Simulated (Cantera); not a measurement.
Charge: 1 mol Si₂H₆, 0.76 mol O₃, 2.1 mol N₂, held at 1.33 mbar.

Equilibrium computed with Cantera from the NASA thermochemical tables; the gas is ideal and each condensed phase is pure. Candidate condensed phases: H₂O, Si, SiO₂, Si₂N₂O, Si₃N₄; 35 gas species. The feed counts by its element totals alone. N₂ is the only nitrogen source here; it is nearly inert below about 1500 K, so the nitride shown seldom forms there in practice. Mutual solubility and eutectic melting of coexisting phases are not modelled. The numbers say what is thermodynamically allowed, not how fast it happens.

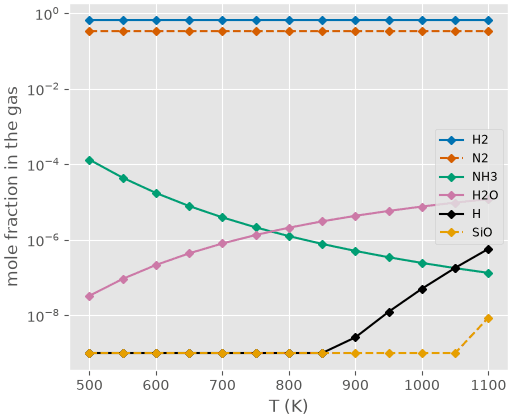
Equilibrium gas composition (values under 1e-9 drawn at 1e-9)

From 500 K to 800 K the condensed part is SiO₂(α-quartz) + Si₂N₂O(s). From 850 K to 1100 K the condensed part is SiO₂(β-quartz) + Si₂N₂O(s).
